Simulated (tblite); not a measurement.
# Run report: GaHCl$_{3}$ (charge +1), frequency calculation

The run: frequency calculation of GaHCl$_{3}$, charge +1, SMILES [Cl][Ga]([Cl])[ClH+]. Method and program: GFN2-xTB harmonic vibrations, gas phase (tblite 0.8.0).

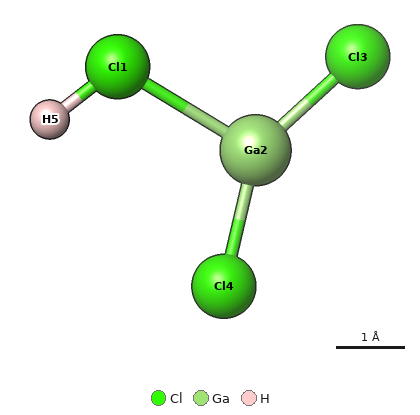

*The structure as given in the input (ball-and-stick view, seen on its broad side; atoms are numbered from 1 in the order of the input). Sticks mark near contacts.*

Bond lengths as drawn: Cl–Ga 2.06 to 2.40 Å and Cl–H 1.28 Å.

### Results in brief

```json
{"quantity": "outcome", "value": "converged"}
{"quantity": "total energy", "value": "−409.5519 eV"}
{"quantity": "zero-point energy", "value": "5.9930 kcal/mol"}
{"quantity": "hardware", "value": "1 CPU thread, shared host"}
{"quantity": "peak memory", "value": "0.34 GiB"}
```

### Input file
```
{"job": {"kind": "ir", "xc": "GFN2-xTB", "basis": "xTB"}, "charge": 1, "multiplicity": 1}
Cl    -0.328288     2.256080    -0.016242
Ga     0.159441    -0.092722     0.005339
Cl     2.211791    -0.272295    -0.086117
Cl    -1.638256    -1.111409     0.100197
H     -1.588689     2.469430     0.025001
```

The first line tells a small driver script what to run in tblite; the rest is the geometry in Å.

Launched with:
```bash
OMP_NUM_THREADS=1 python <driver script> task.json out
```

### What the program printed
```
mode    cm-1     km/mol
  1      69.6      0.42
  2      97.0      9.08
  3     118.5      1.18
  4     156.4     30.34
  5     214.7     16.61
  6     318.8      8.57
  7     343.0      7.35
  8     448.5     18.27
  9    2425.9     31.02
ZPE 25.076  H(298)-E 46.640  G(298)-E -62.617 kJ/mol  S 366.45 J/(mol K)
```

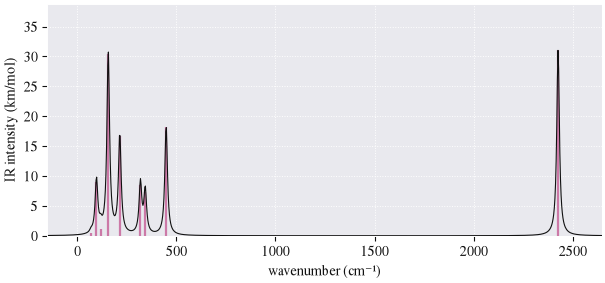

*Harmonic infrared spectrum, unscaled: sticks (degenerate modes added up, dark ones marked on the axis) with a Lorentzian envelope of 16 cm⁻¹ full width, scaled to the tallest stick.*

9 modes from 70 to 2426 cm⁻¹, none imaginary. The strongest line is at 2426 cm⁻¹ (31 km/mol). All modes, in cm⁻¹ (km/mol): 70 (0.4), 97 (9.1), 118 (1.2), 156 (30), 215 (16.6), 319 (8.6), 343 (7.3), 448 (18.3), 2426 (31).
